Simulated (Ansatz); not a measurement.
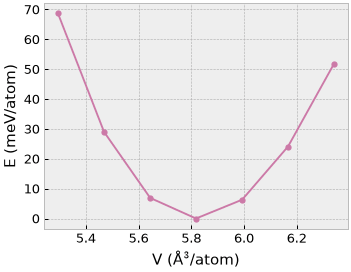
*BN in space group P6_3mc (No. 186; Pearson symbol hP12) under volume change, the program Ansatz at the HSE06 level (PAW), shape and atoms relaxed at each volume.*

### Question
What does a third-order Birch–Murnaghan fit give for V₀, B₀ and B′?

### Answer
V₀ = 5.82 Å³/atom, B₀ = 404 GPa, B′ = 3.6.

A made-up cell: these elements were put on the sites of a structure type. Its sites differ from those of the usual phase in this space group: another stacking or structure type. The HSE06 relaxation kept the symmetry of its start; its stability against distortions is not shown here.

Potentials: the later of the program's two PAW sets.
